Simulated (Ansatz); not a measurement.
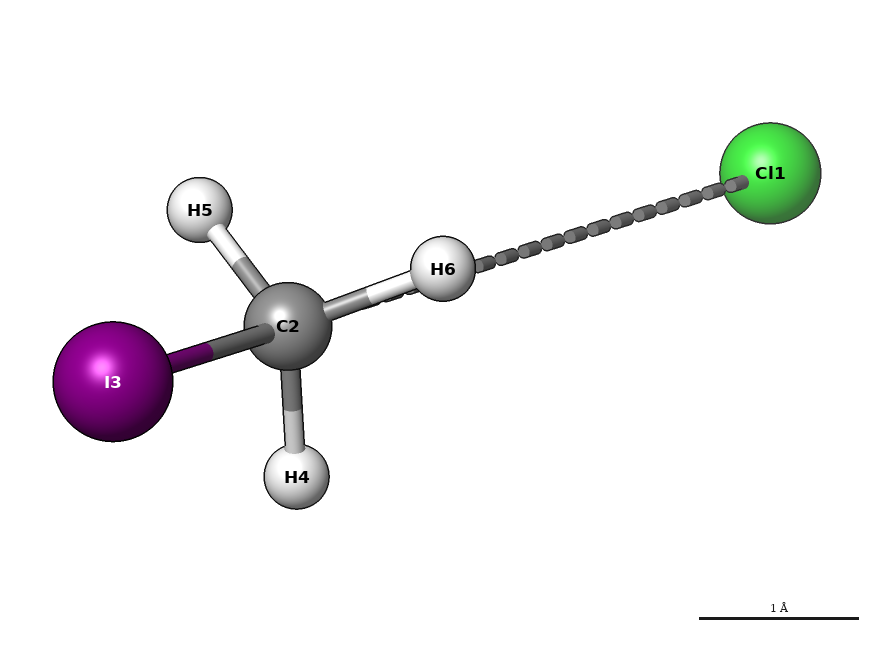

Two molecules or ions; the broken line marks their closest contact (measured against van der Waals radii). The species has charge −1 and is a spin singlet. Geometry: a pair of rigid molecules at a changed separation. Program: Ansatz 0.2.0.

Q: Which two species are they?

A: Cl and CH3I (`CI.[Cl-]`).

Q: How long is the contact?

A: Cl1···C2 is 6.03 Å.

Give the counterpoise-corrected interaction energy (kJ/mol, monomers kept as in the pair) with RHF-CCSD(T) (frozen core)/def2-TZVPPD; ωB97M-V/def2-TZVPPD.

| level | interaction energy (kJ/mol) |
| --- | --- |
| RHF-CCSD(T) (frozen core)/def2-TZVPPD | −13.3 |
| ωB97M-V/def2-TZVPPD | −13.7 |
